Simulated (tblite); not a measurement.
Frequency calculation, with input and output: C$_{6}$H$_{8}$F$_{2}$Si

C$_{6}$H$_{8}$F$_{2}$Si, computed with GFN2-xTB harmonic vibrations, gas phase (tblite 0.8.0).

It belongs to a series of runs on one base structure; here: H on Si replaced by propynyl.

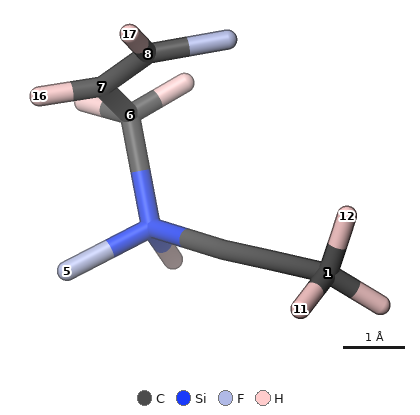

**Figure 1.** The input geometry (stick view, seen at a tilt; atoms are numbered from 1 in the order of the input). Bond lengths as drawn: C–C 1.21 to 1.49 Å, C–F 1.35 Å, C–H 1.08 to 1.09 Å, C–Si 1.84 to 1.91 Å, F–Si 1.62 Å and H–Si 1.46 Å.

Input file:
```
{"job": {"kind": "ir", "xc": "GFN2-xTB", "basis": "xTB"}, "charge": 0, "multiplicity": 1}
C      3.081689     1.105524    -0.407296
C      2.033680     0.133584    -0.215336
C      1.160740    -0.680741    -0.046652
Si    -0.234947    -1.854720     0.161103
F     -0.330839    -2.247389     1.728590
C     -1.876828    -0.978336    -0.277514
C     -2.041576     0.257074     0.533320
C     -1.725111     1.473643     0.128002
F     -1.249940     1.716990    -1.114305
H      3.836356     0.710057    -1.086662
H      3.550436     1.341170     0.547844
H      2.662349     2.016621    -0.833387
H     -0.066203    -3.124747    -0.530066
H     -1.875366    -0.727478    -1.337463
H     -2.712302    -1.653492    -0.090493
H     -2.404564     0.143013     1.542821
H     -1.814574     2.381255     0.704268
```

The first line tells a small driver script what to run in tblite; the rest is the geometry in Å.

Run on 1 CPU thread, shared host.

Run as:
```bash
OMP_NUM_THREADS=1 python <driver script> task.json out
```

The program's output:
```
mode    cm-1     km/mol
  1      27.1      1.66
  2      28.9      2.35
  3      38.5      0.15
  4      70.6      0.98
  5      96.8      2.69
  6     135.7      9.52
  7     179.2      8.18
  8     230.1     15.54
  9     248.6      3.50
 10     291.4     19.99
 11     325.0      1.76
 12     328.5     15.79
 13     466.5     43.56
 14     546.4     22.92
 15     601.6     35.05
 16     616.9    126.31
 17     652.3     74.42
 18     717.8    169.52
 19     774.3     56.70
 20     802.2     74.79
 21     833.5    247.64
 22     870.5     16.22
 23     988.7     63.05
 24    1013.1      5.18
 25    1013.5      7.58
 26    1055.5     55.86
 27    1121.3      6.13
 28    1145.3     31.35
 29    1210.0     45.31
 30    1238.6      1.25
 31    1304.9     49.88
 32    1379.8      4.34
 33    1442.6      7.29
 34    1443.5      8.02
 35    1460.6      2.33
 36    1718.8     42.74
 37    2312.1    356.05
 38    2326.8    240.61
 39    2984.4     32.38
 40    3006.3     14.41
 41    3007.2     13.24
 42    3008.9     18.97
 43    3012.4     15.19
 44    3087.0      5.67
 45    3102.1     40.02
```

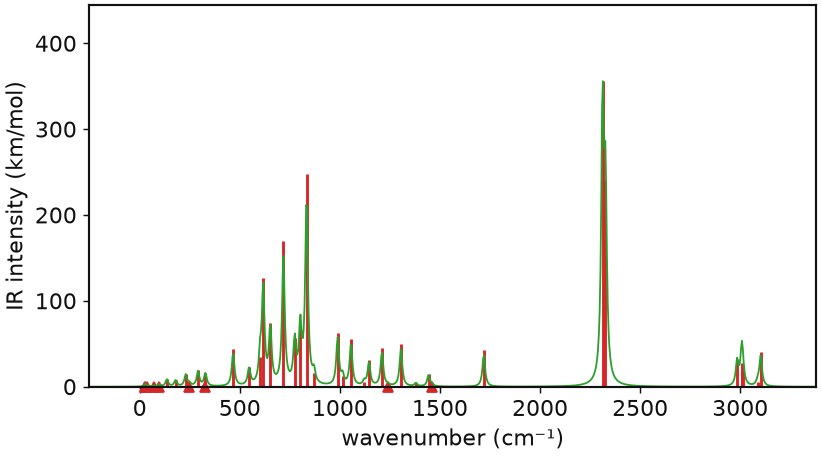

**Figure 2.** Harmonic infrared spectrum, unscaled: sticks (degenerate modes added up, dark ones marked on the axis) with a Lorentzian envelope of 16 cm⁻¹ full width, scaled to the tallest stick. 45 modes from 27 to 3102 cm⁻¹, none imaginary. The strongest line is at 2312 cm⁻¹ (356 km/mol).

Key numbers:

| quantity | value |
| --- | --- |
| outcome | converged |
| total energy | −764.3545 eV |
| zero-point energy | 74.7180 kcal/mol |
| wall time | 0.55 s |
| peak memory | 0.18 GiB |
